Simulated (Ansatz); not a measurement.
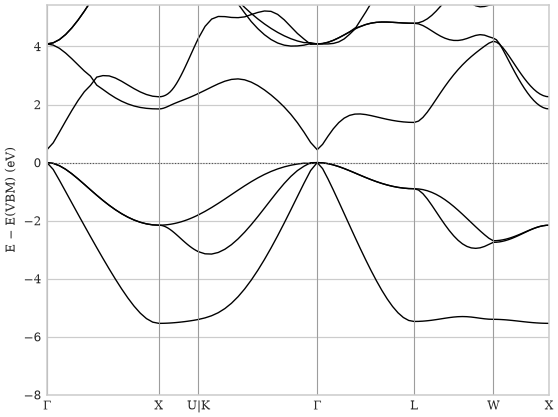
*Band structure from the program Ansatz at the PBE level (PAW)*

### Question
Read off the gap and where the band edges lie.

### Answer
About 0.4 eV (0.44 eV by a search for the band edges); maximum at Γ, minimum at Γ.

The material is InP (zinc blende, F-43m).

The PBE relaxation kept the symmetry of its start. Scalar-relativistic: spin–orbit coupling is off unless named, which matters more the heavier the elements.

Potentials: the later of the program's two PAW sets.
